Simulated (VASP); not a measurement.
Band structure of HfS$_{2}$ (1T layered). Calculation: PBE GGA with spin-orbit coupling, VASP's PBE PAW potentials (set 64) (plane waves; VASP).

Without a dispersion term in the relaxation, distances and binding between the weakly bound layers, chains or molecules are unreliable, and so is what depends on them.

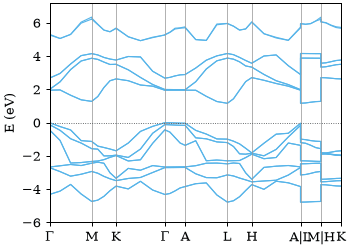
Figure: Bands along high-symmetry lines, zero at the valence-band maximum or, without a gap, the Fermi level

Q: Read the plot: is there a gap, and where are the band edges?

A: The gap is indirect, 1.17 eV, from the valence maximum at Γ to the conduction minimum at L.

Measured: gap 1.80 eV (computed value off by -0.63 eV), as given by Miłosz Rybak et al., Nanomaterials (2022), arXiv:2210.12074.

The compound is HfS2 in the 1T layered structure. It was relaxed first, which changed the volume by +13 %.
